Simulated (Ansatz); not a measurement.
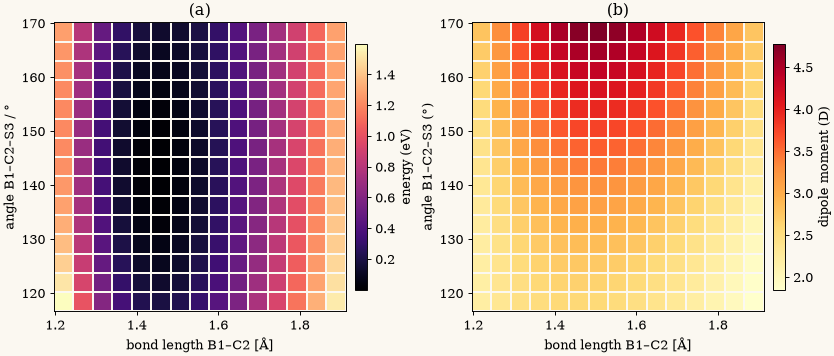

CHBS, SMILES B#CS. 
- First axis: bond length B1–C2. Second axis: angle B1–C2–S3.
- Nothing is relaxed (all other coordinates rigid).
- The grid has 15 × 15 points.
- Points are written as (first, second).
- Energies are in eV, from the relaxed molecule at the same level.
- Method: Ansatz, RKS PBE0-D4/def2-TZVP.

Panel (a) is the energy and panel (b) the computed dipole moment on the same grid.

Drawn: one coloured cell a grid point.

### How does the dipole moment vary over the map, and what is it at the lowest grid point?

Leaving out the highest fifth of the energies, it runs from 2.13 D at (1.793 Å, 122.0°) to 4.78 D at (1.507 Å, 168.4°). At the lowest grid point, (1.459 Å, 143.4°), it is 3.40 D.

```
angle B1–C2–S3 ↓, bond length B1–C2 →  1.220  1.268  1.316  1.364  1.411  1.459  1.507  1.554  1.602  1.650  1.698  1.745  1.793  1.841  1.889
                                168.4   2.78   3.30   3.78   4.20   4.52   4.73   4.78   4.68   4.49   4.23   3.95   3.67   3.37   3.07   2.77
                                164.8   2.72   3.21   3.65   4.03   4.32   4.50   4.56   4.49   4.33   4.11   3.85   3.58   3.30   3.01   2.72
                                161.3   2.65   3.12   3.54   3.88   4.14   4.30   4.35   4.30   4.16   3.97   3.74   3.48   3.21   2.94   2.66
                                157.7   2.59   3.03   3.41   3.73   3.96   4.10   4.15   4.11   3.99   3.82   3.61   3.37   3.12   2.86   2.59
                                154.1   2.53   2.94   3.30   3.58   3.79   3.91   3.95   3.92   3.82   3.66   3.47   3.25   3.01   2.77   2.52
                                150.5   2.47   2.85   3.18   3.44   3.62   3.73   3.77   3.74   3.65   3.50   3.33   3.13   2.90   2.67   2.44
                                147.0   2.41   2.77   3.07   3.30   3.47   3.56   3.59   3.56   3.48   3.35   3.19   3.00   2.79   2.58   2.35
                                143.4   2.36   2.69   2.96   3.17   3.31   3.40   3.42   3.40   3.32   3.20   3.05   2.88   2.68   2.48   2.27
                                139.8   2.31   2.61   2.86   3.04   3.17   3.24   3.26   3.23   3.16   3.05   2.91   2.75   2.57   2.38   2.18
                                136.3   2.27   2.54   2.76   2.93   3.04   3.10   3.12   3.09   3.02   2.92   2.78   2.63   2.47   2.29   2.11
                                132.7   2.24   2.48   2.68   2.82   2.92   2.97   2.98   2.95   2.88   2.78   2.66   2.52   2.37   2.20   2.03
                                129.1   2.21   2.43   2.60   2.73   2.81   2.85   2.85   2.82   2.76   2.66   2.55   2.42   2.28   2.12   1.97
                                125.5   2.19   2.39   2.53   2.64   2.71   2.74   2.74   2.71   2.64   2.56   2.45   2.33   2.20   2.06   1.91
                                122.0   2.19   2.36   2.48   2.57   2.63   2.65   2.65   2.61   2.55   2.47   2.37   2.26   2.13   2.00   1.88
                                118.4   2.20   2.34   2.45   2.52   2.57   2.58   2.57   2.53   2.48   2.40   2.30   2.20   2.08   1.97   1.85
```
